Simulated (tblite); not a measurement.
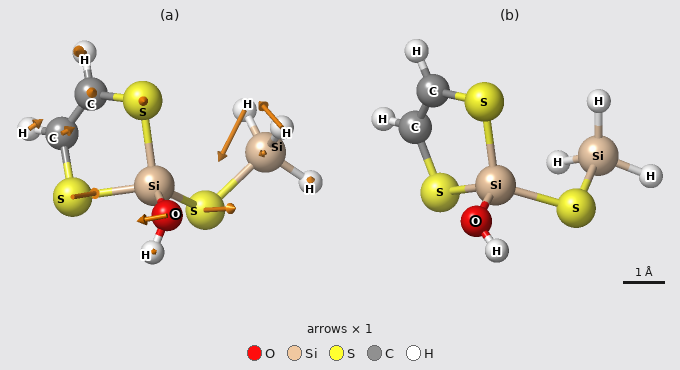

The structure of C2H6OS3Si2 before (left) and after (right) a relaxation, at one scale. The orange arrows give the displacements, at their true length.

Style: ball-and-stick. Shown from a free direction.

Theory: GFN2-xTB geometry optimisation, gas phase (tblite). 

> Describe what moved and what it gained.

The atom that moves furthest after the best rigid fit is an H atom (1.48 Å). Largest moves by element: H 1.48 Å, S 1.31 Å, O 0.83 Å, C 0.40 Å, Si 0.21 Å. Near-neighbour distances that change, for instance: O–Si 1.699 → 1.613 Å, C–H 1.145 → 1.076 Å, C–C 1.273 → 1.329 Å, H–Si 1.492 → 1.457 Å. Among the angles between lasting bonds that change: Si–O–H 109.4° → 123.2°, Si–S–Si 113.6° → 104.0°, S–Si–S 91.3° → 99.8°. Groups turn about S–Si by about 75°, O–Si by about 75°, S–Si by about 35°. After 163 geometry steps the energy has fallen by 84.3 kJ/mol. The run took 3.3 s on 1 thread of Arm Neoverse N1, with other jobs on the host.
